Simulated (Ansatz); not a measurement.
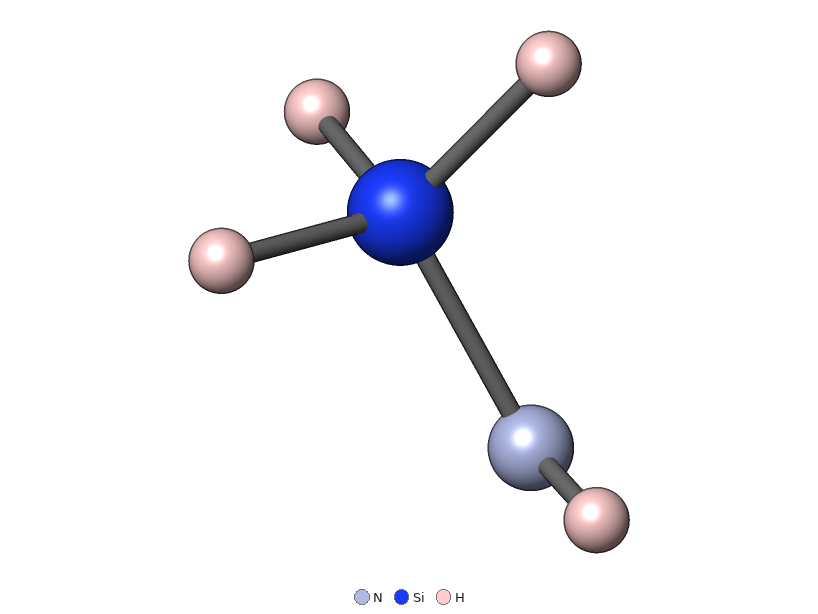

Charge 0, doublet. Harmonic vibrations computed with UKS PBE0-D4/def2-TZVP (Ansatz 0.2.0) at a stationary point of the same level.

Is this a minimum or a saddle point?

Answer. A minimum: no imaginary frequency, and the lowest mode lies at 42 cm⁻¹.

How many vibrational modes are there, and where do they lie?

Answer. 12 modes: 42, 554, 622, 765, 887, 909, 948, 955, 2196, 2197, 2256, 3479 cm⁻¹.
